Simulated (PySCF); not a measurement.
CHF$_{3}$O$_{2}$S (SMILES O=S(=O)(F)C(F)F)

```yaml
atoms:
  - { symbol: O, position_ang: [-0.9734, 1.6470, -0.3976] }
  - { symbol: S, position_ang: [-0.8547, 0.2500, -0.2714] }
  - { symbol: O, position_ang: [-1.4183, -0.6493, -1.2013] }
  - { symbol: F, position_ang: [-1.4504, -0.1611, 1.1917] }
  - { symbol: C, position_ang: [0.8738, -0.2607, 0.1378] }
  - { symbol: F, position_ang: [1.5335, -0.2140, -1.0215] }
  - { symbol: F, position_ang: [1.3681, 0.6587, 0.9587] }
  - { symbol: H, position_ang: [0.9304, -1.2613, 0.5791] }
```

Geometry: GFN2-xTB.

Method: PySCF, B3LYP/def2-SVPD, SCF density, gas phase.

Question: What will maps of the electron density and electron localisation function show?

Answer: C–F (1.33 Å): ρ at the midpoint is about 2.4 e/Å³; the ELF peaks at about 0.85 between the atoms (a shared but strongly polarised pair).
S–O (1.41 Å): the density is about 2.5 e/Å³ at the midpoint; the ELF peaks at about 0.80 between the atoms, as expected for a polar covalent bond.
C–S (1.85 Å): ρ at the midpoint is about 1.4 e/Å³; the ELF peaks at about 0.95 between the atoms: localised, covalent bonding.

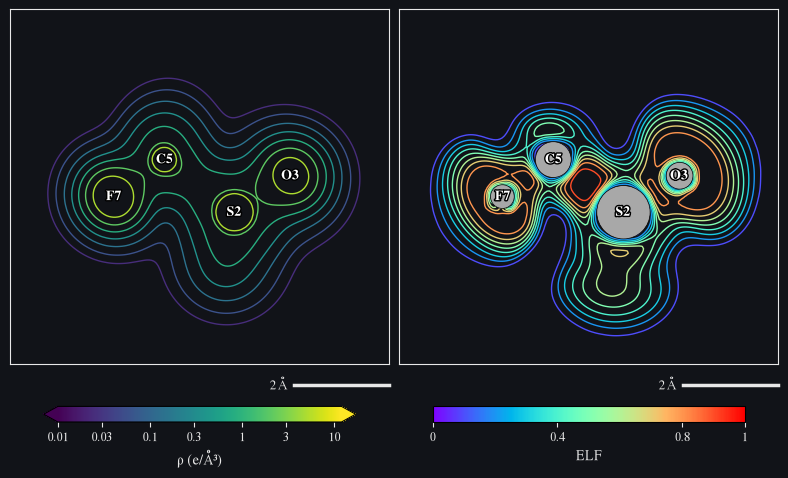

Computed electron density and electron localisation function on the plane of atoms O3, S2 and C5, in this order. Grey discs cover the atomic cores in the ELF map. 
